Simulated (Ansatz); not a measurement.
A series of calculations on C₃H₄FNO

## 1. Relaxation

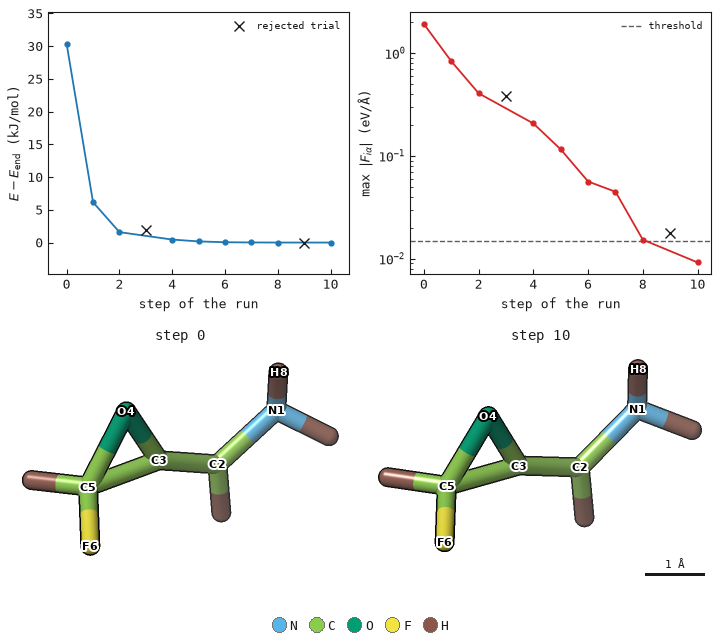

First and last geometry of a relaxation of C3H4FNO, with the history of the run. The picture is a stick view, seen at a tilt.

The run prepares an end point of a later path (inversion) calculation, from a guessed geometry.

All numbers below come from RKS B3LYP/def2-SVP in Ansatz.

Input file:
```yaml
crystal:
  periodic: [false, false, false]
  atoms:
    - { symbol: "N", position_ang: [-0.8714, -1.6738, 0.6788] }
    - { symbol: C, position_ang: [-0.1507, -0.8798, -0.1842] }
    - { symbol: C, position_ang: [0.2372, 0.3607, -0.0094] }
    - { symbol: O, position_ang: [0.2402, 1.3318, 0.9094] }
    - { symbol: C, position_ang: [0.9525, 1.5129, -0.3637] }
    - { symbol: F, position_ang: [0.4034, 2.382, -1.2922] }
    - { symbol: H, position_ang: [-1.5497, -2.2392, 0.1918] }
    - { symbol: H, position_ang: [-1.3359, -1.0509, 1.3811] }
    - { symbol: H, position_ang: [0.1311, -1.3902, -1.0507] }
    - { symbol: H, position_ang: [2.0264, 1.5954, -0.2579] }
basis:
  gaussian: { orbitals: def2-SVP }
hamiltonian:
  xc: b3lyp
relax:
  f_tol: 0.015
  max_steps: 40
```

Launched with:
```bash
ansatz run input.yaml --threads 2 --pin off --max-ram 3072MiB --backend cpu --events-out ev --progress --plain --runs-dir out
```

> What do the curves and the structures tell?

It converged. The largest move after the best rigid fit is that of H9, 0.13 Å. Largest moves by element: H 0.13 Å, F 0.12 Å, C 0.11 Å, O 0.10 Å, N 0.05 Å. Among the contacts that change: C3–O4 1.337 → 1.399 Å, C2–H9 1.044 → 1.093 Å, O4–C5 1.470 → 1.423 Å, C5–F6 1.385 → 1.349 Å. Bond angles that change, for instance: C2–C3–C5 153.5° → 161.2°, C2–N1–H8 108.0° → 114.2°, O4–C3–C5 64.9° → 60.5°. Over 8 accepted moves (10 points after the start) the energy falls by 30.3 kJ/mol. The largest force component goes from 1.9 to 0.0092 eV/Å. The line search rejected the trial steps at points 3, 9 of the run.

## 2. Relaxation

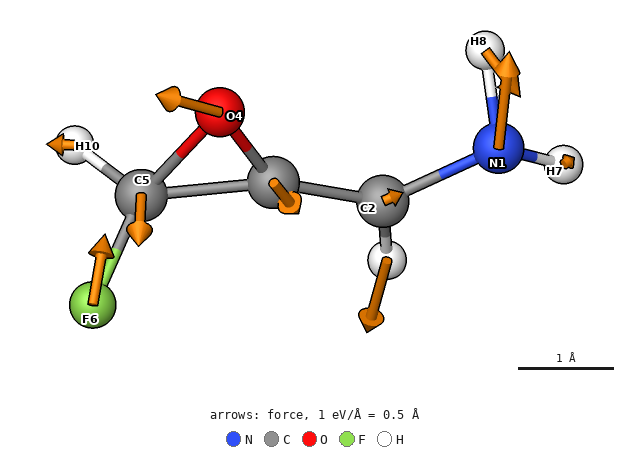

Starting geometry of C₃H₄FNO with the computed forces as orange arrows. Style: ball-and-stick. Shown at a tilt.

The run prepares an end point of a later path (inversion) calculation, from a guessed geometry.

Level of theory: RKS B3LYP/def2-SVP (Ansatz 0.2.0).

Input file:
```yaml
crystal:
  periodic: [false, false, false]
  atoms:
    - { symbol: "N", position_ang: [-0.8714, -1.6738, 0.6788] }
    - { symbol: C, position_ang: [-0.1507, -0.8798, -0.1842] }
    - { symbol: C, position_ang: [0.2372, 0.3607, -0.0094] }
    - { symbol: O, position_ang: [0.2402, 1.3318, 0.9094] }
    - { symbol: C, position_ang: [0.9525, 1.5129, -0.3637] }
    - { symbol: F, position_ang: [0.4034, 2.382, -1.2922] }
    - { symbol: H, position_ang: [-0.87781, -2.6386, 0.38544] }
    - { symbol: H, position_ang: [-0.45541, -1.5743, 1.63486] }
    - { symbol: H, position_ang: [0.1311, -1.3902, -1.0507] }
    - { symbol: H, position_ang: [2.0264, 1.5954, -0.2579] }
basis:
  gaussian: { orbitals: def2-SVP }
hamiltonian:
  xc: b3lyp
relax:
  f_tol: 0.015
  max_steps: 40
```

Command:
```bash
ansatz run input.yaml --threads 2 --pin off --max-ram 3072MiB --backend cpu --events-out ev --progress --plain --runs-dir out
```

Is this structure relaxed? If not, where do the atoms go?

It isn't relaxed: the largest force vector, on N1, is 2.26 eV/Å. The final displacements have little in common with the starting forces (cosine between the two patterns 0.25). After 10 accepted moves (11 points after the start) the energy has fallen by 0.399 eV. Largest force component: 2.2 eV/Å at the start, 0.0077 eV/Å at the end. The line search rejected the trial step at point 4 of the run. The largest move after the best rigid fit is that of H8, 0.49 Å. By element the largest moves are H 0.49 Å, F 0.26 Å, C 0.20 Å, O 0.19 Å, N 0.05 Å. Near-neighbour distances that change, for instance: C3–O4 1.337 → 1.399 Å, C2–H9 1.044 → 1.093 Å, O4–C5 1.470 → 1.422 Å, C5–F6 1.385 → 1.349 Å. Among the angles between lasting bonds that change: C2–C3–C5 153.5° → 161.1°, C2–N1–H8 108.0° → 114.4°, O4–C3–C5 64.9° → 60.5°. Groups turn about N1–C2 by about 30°.

## 3. Path

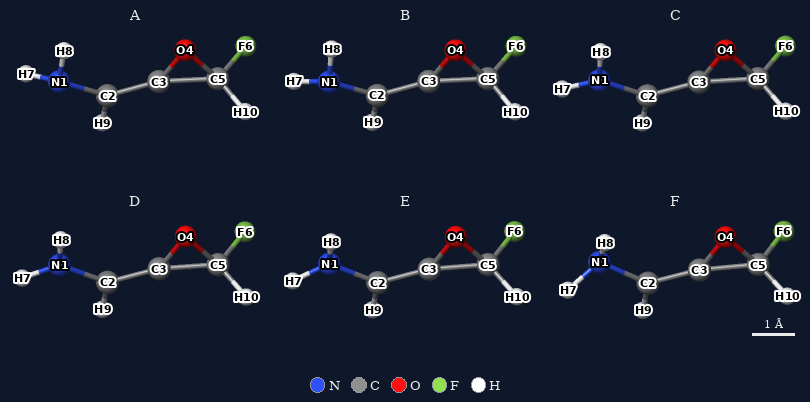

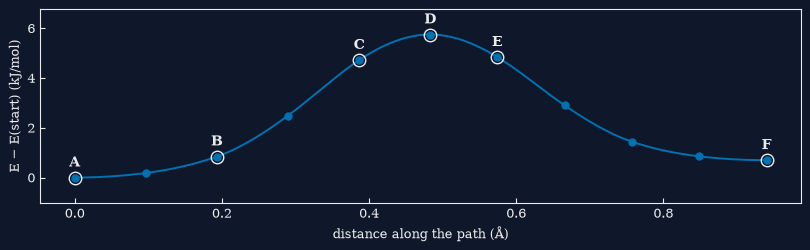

A nudged-elastic-band calculation for C3H4FNO. Images are numbered from 0 (start) to 10 (end). Frames A to F are images 0, 2, 4, 5, 6, 10. Style: ball-and-stick. Shown from a free direction.

Theory: RKS B3LYP/def2-SVP in Ansatz 0.2.0. Set-up: 9 movable images; climbing image; force threshold 0.05 eV/Å; iteration limit 60; starting path by image-dependent pair potential.

**Read off the barrier and say what moves.**

The highest point, image 5, lies 5.75 kJ/mol above the start and 5.05 kJ/mol above the end; the end is at +0.70 kJ/mol relative to the start. The motion is an umbrella inversion at N1. No bond forms or breaks between the ends. Among the angles between lasting bonds that change up to the highest image: H7–N1–H8 110.8° → 118.4°, C2–N1–H7 114.0° → 120.6°. The band converged in 5 iterations. The largest component of the band force went from 0.55 to 0.048 eV/Å. The climbing image converged on the top of the path. Its vibrational analysis gives one imaginary mode (457i cm⁻¹), as a transition state must have.

Cost: 3.5 min on 2 threads of Arm Neoverse N1 (shared host), peak memory 0.24 GiB.
